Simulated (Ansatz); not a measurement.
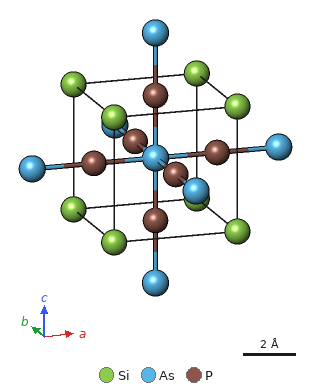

Solid SiAsP$_{3}$ (built on the KZnF3-221 type type), before the relaxation. The picture is a ball-and-stick view of the cell of the calculation, seen slightly off an axis.

The calculation used Ansatz, DFT, PBEsol, plane waves, PAW.

Input file:
```yaml
crystal:
  lattice:
    - [5.05132614, 0.0, 0.0]
    - [0.0, 5.05132614, 0.0]
    - [0.0, 0.0, 5.05132614]
  atoms:
    - { symbol: Si, position: [0.0, 0.0, 0.0] }
    - { symbol: As, position: [0.5, 0.5, 0.5] }
    - { symbol: P, position: [0.0, 0.5, 0.5] }
    - { symbol: P, position: [0.5, 0.0, 0.5] }
    - { symbol: P, position: [0.5, 0.5, 0.0] }
kpoints:
  mp_grid: { grid: [4, 4, 4] }
hamiltonian:
  xc: pbesol
scf:
  occupations: { method: fermi_dirac, width: 0.03 }
relax:
  f_tol: 0.01
  cell: {}
  max_steps: 120
```

Command:
```bash
ansatz run input.yaml --threads 2 --pin off --max-ram 2211MiB --backend cpu --events-out ev --progress --plain --runs-dir out
```

Q: Predict the outcome.

A: No atom moves by more than 0.005 Å relative to the cell. Cell: a = b = c 5.051 → 4.616 Å (−8.6 %). Volume −23.7 %. Some distances before and after: As2–P3 2.526 → 2.308 Å. The space group stays Pm-3m (No. 221). After 5 accepted moves (6 points after the start) the energy has fallen by 255 meV per atom. All forces vanish by symmetry, so only the cell relaxes. Pressure: −10.64 GPa at the start and −0.01 GPa at the end. The SCF was repeated once at an unchanged geometry on a basis and grid sized afresh for the cell, which shifted the energy by 0.4 meV per atom at most.

History of the run:

```csv
step,"E − E(0), meV/atom","pressure, GPa","volume, Å³/atom",note
0,0.00,-10.64,25.778,
1,-197.90,-6.38,22.189,
2,-247.35,3.26,18.877,
3,-254.48,-0.77,19.879,
4,-255.02,-0.05,19.680,
5,-255.02,0.00,19.666,
6,-254.61,-0.01,19.666,"same geometry, new basis"
```

Final geometry:

```
CELL_PARAMETERS angstrom
4.61559 0.00000 0.00000
0.00000 4.61559 0.00000
0.00000 0.00000 4.61559
ATOMIC_POSITIONS crystal
Si 0.00000 0.00000 0.00000
As 0.50000 0.50000 0.50000
P 0.00000 0.50000 0.50000
P 0.50000 0.00000 0.50000
P 0.50000 0.50000 0.00000
```

After the run, drawn alike:

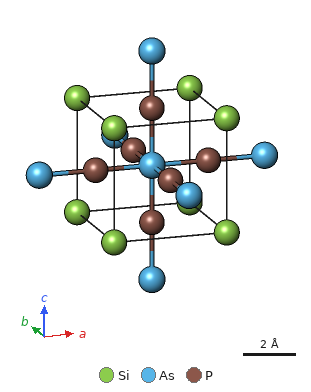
